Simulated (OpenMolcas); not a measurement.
**Multiconfigurational calculation for Pm³⁺ complex (part 2 of 2)**

The same run, continued: Pm³⁺ with 6 ligands (Cl; octahedron, 2.691 Å), embedded in Cs2NaYCl6 by model potentials and point charges, whose field is part of the energies. Method: state-averaged CASSCF, active space 4 electrons in the shell 4f, basis ANO-RCC-VDZP on the metal and ANO-RCC-VDZP on the ligands, DKH2 scalar Hamiltonian, spin-orbit coupling by RASSI with atomic mean-field integrals (OpenMolcas).

### Log (extracts), continued
```
--- RASSI ---
SPIN-FREE ENERGIES:
  (Shifted by EMIN (a.u.) =     -12779.0208886009)

 SF State       Relative EMIN(au)   Rel lowest level(eV)    D:o, cm**(-1)

     1             0.0000000000        0.0000000000              0.0000
     2             0.0000000000        0.0000000000              0.0000
     3             0.0000000000        0.0000000000              0.0000
     4             0.0001458625        0.0039691218             32.0131
     5             0.0002822927        0.0076815757             61.9561
     6             0.0002822927        0.0076815757             61.9561
     7             0.0002822927        0.0076815757             61.9561
     8             0.0011521965        0.0313528648            252.8779
     9             0.0011521965        0.0313528648            252.8779
    10             0.0015478476        0.0421190800            339.7133
    11             0.0015478476        0.0421190800            339.7133
    12             0.0015478476        0.0421190800            339.7133
    13             0.0020243409        0.0550851215            444.2915
    14             0.0680220829        1.8509751699          14929.1216
    15             0.0685915878        1.8664721902          15054.1135
    16             0.0685915878        1.8664721902          15054.1135
    17             0.0685915878        1.8664721902          15054.1135
    18             0.0689390977        1.8759284151          15130.3831
    19             0.0698163022        1.8997983653          15322.9072
    20             0.0698163022        1.8997983653          15322.9072
    21             0.0698163022        1.8997983653          15322.9072
    33             0.0818831674        2.2281544964          17971.2780
    34             0.0818831674        2.2281544964          17971.2780
    35             0.0818831674        2.2281544964          17971.2780
    36             0.0819556192        2.2301260089          17987.1793
    37             0.0819556192        2.2301260089          17987.1793
    38             0.0819556192        2.2301260089          17987.1793
    39             0.0820964941        2.2339594100          18018.0978
    40             0.0822925176        2.2392934814          18061.1200
    41             0.0822925176        2.2392934814          18061.1200
    42             0.0822925176        2.2392934814          18061.1200
    43             0.0823382671        2.2405383896          18071.1608
    44             0.0823382671        2.2405383896          18071.1608
    45             0.0823672933        2.2413282327          18077.5313
    46             0.0823672933        2.2413282327          18077.5313
    47             0.0823672933        2.2413282327          18077.5313
    48             0.1038822394        2.8267797410          22799.5162
    49             0.1038822394        2.8267797410          22799.5162
    50             0.1038822394        2.8267797410          22799.5162
    51             0.1040292906        2.8307812086          22831.7902
Eigenvalues of complex Hamiltonian:
   -----------------------------------
  (Shifted by EMIN (a.u.) =     -12779.0208886009)

 SO State       Relative EMIN(au)   Rel lowest level(eV)    D:o, cm**(-1)

     1            -0.0193562992        0.0000000000              0.0000
     2            -0.0193562992        0.0000000003              0.0000
     3            -0.0193562992        0.0000000003              0.0000
     4            -0.0186451551        0.0193512171            156.0781
     5            -0.0185574288        0.0217383695            175.3318
     6            -0.0185574289        0.0217383687            175.3318
     7            -0.0185574289        0.0217383687            175.3318
     8            -0.0184651472        0.0242494821            195.5853
     9            -0.0184651472        0.0242494821            195.5853
    10            -0.0118946661        0.2030413787           1637.6392
    11            -0.0118946661        0.2030413787           1637.6392
    12            -0.0118946661        0.2030413787           1637.6392
    13            -0.0118018011        0.2055683657           1658.0207
    14            -0.0118018011        0.2055683667           1658.0207
    15            -0.0117113452        0.2080297967           1677.8735
    16            -0.0117113452        0.2080297967           1677.8735
    17            -0.0117113452        0.2080297966           1677.8735
    18            -0.0114512163        0.2151082626           1734.9651
    19            -0.0114512163        0.2151082626           1734.9651
    20            -0.0114512164        0.2151082620           1734.9651
    21            -0.0040856625        0.4155351942           3351.5174
    22            -0.0040121328        0.4175360394           3367.6553
    23            -0.0040121327        0.4175360397           3367.6553
    24            -0.0040121328        0.4175360393           3367.6553
    25            -0.0039356091        0.4196183549           3384.4503
    26            -0.0039356091        0.4196183549           3384.4503
    27            -0.0039356091        0.4196183549           3384.4503
    28            -0.0038426712        0.4221473220           3404.8478
    29            -0.0036534524        0.4272962293           3446.3765
    30            -0.0036534524        0.4272962289           3446.3765
    31            -0.0036534524        0.4272962290           3446.3765
    32            -0.0036330384        0.4278517211           3450.8569
    33            -0.0036330384        0.4278517222           3450.8569
    34             0.0042648102        0.6427631316           5184.2343
    35             0.0042648102        0.6427631313           5184.2343
    36             0.0042648102        0.6427631317           5184.2343
    37             0.0043950276        0.6463065273           5212.8137
    38             0.0043950276        0.6463065274           5212.8137
    39             0.0044275246        0.6471908148           5219.9460
    40             0.0044275246        0.6471908145           5219.9459
    41             0.0044275246        0.6471908144           5219.9459
Weights of the five most important spin-orbit-free states for each spin-orbit state.

 SO State  Total energy (au)           Spin-free states, spin, and weights
 -------------------------------------------------------------------------------------------------------
    1        -0.019356       1 2.0  0.2184    4 2.0  0.1630    5 2.0  0.1476    6 2.0  0.1417    7 2.0  0.1367
    2        -0.019356       2 2.0  0.2172    4 2.0  0.1630    6 2.0  0.1468    7 2.0  0.1442    5 2.0  0.1350
    3        -0.019356       3 2.0  0.2174    4 2.0  0.1630    7 2.0  0.1451    5 2.0  0.1434    6 2.0  0.1375
    4        -0.018645       8 2.0  0.1980    9 2.0  0.1980    1 2.0  0.1132    3 2.0  0.1132    2 2.0  0.1132
    5        -0.018557      12 2.0  0.2592    9 2.0  0.2085    3 2.0  0.1170    2 2.0  0.1168   13 2.0  0.0945
    6        -0.018557      10 2.0  0.2450    8 2.0  0.1592    1 2.0  0.1169    2 2.0  0.1129   13 2.0  0.0945
    7        -0.018557      11 2.0  0.2465    8 2.0  0.1538    1 2.0  0.1169    3 2.0  0.1129   13 2.0  0.0945
    8        -0.018465      12 2.0  0.1680   11 2.0  0.1434    5 2.0  0.1432   13 2.0  0.1288    4 2.0  0.1249
    9        -0.018465      10 2.0  0.2063   13 2.0  0.1288    4 2.0  0.1249    6 2.0  0.1214    7 2.0  0.1103
   10        -0.011895       7 2.0  0.2057   12 2.0  0.1803    2 2.0  0.1452    3 2.0  0.1433   13 2.0  0.0745
   11        -0.011895       6 2.0  0.1744    1 2.0  0.1439   11 2.0  0.1392    3 2.0  0.1389    5 2.0  0.0935
   12        -0.011895       5 2.0  0.1588    1 2.0  0.1445    2 2.0  0.1377   10 2.0  0.1303    6 2.0  0.0782
```

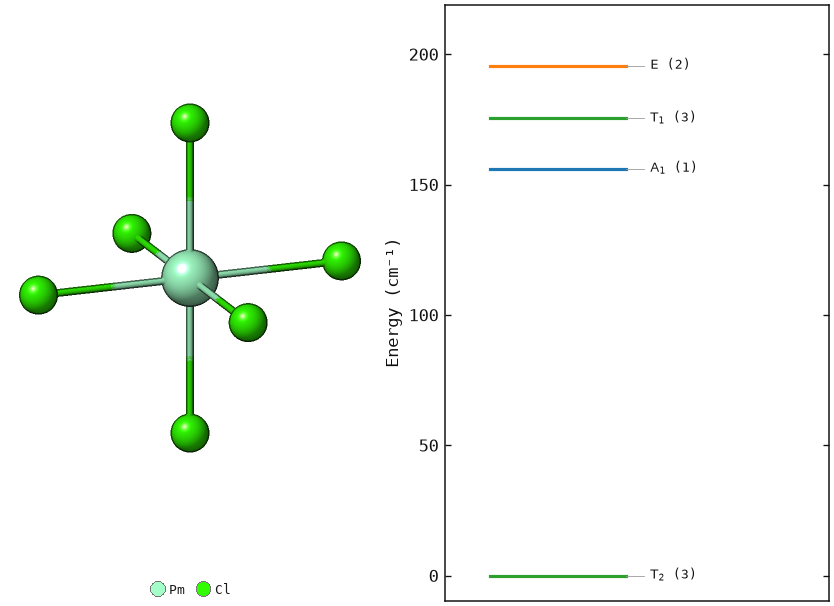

*Pm³⁺ (4f⁴) as a dopant in Cs₂NaYCl₆, a cluster with its 6 nearest Cl⁻ at 2.691 Å (octahedron) embedded in model potentials and point charges; the geometry was set, not optimised, and its levels. Labels give the representation in O, Td, D4 or D3 as the site allows (double group for half-integer spin) where it could be assigned and, in brackets, the degeneracy; spin-free states, where drawn, share the zero of the spin-orbit levels.*

The ground level is T₂, 3-fold degenerate, 98 % from states of spin multiplicity 5 (of the 210 states of multiplicity 3, 106 enter the spin-orbit step), effective J = 4.00, with |mJ| = 3 the largest share (58 %). The next level lies at 156 cm⁻¹ (A₁). The lowest J multiplet spreads over 196 cm⁻¹. The active orbitals hold 99 to 100 % metal character (Löwdin), and the Mulliken charge of the metal is +1.99.

Outcome of the run: converged.
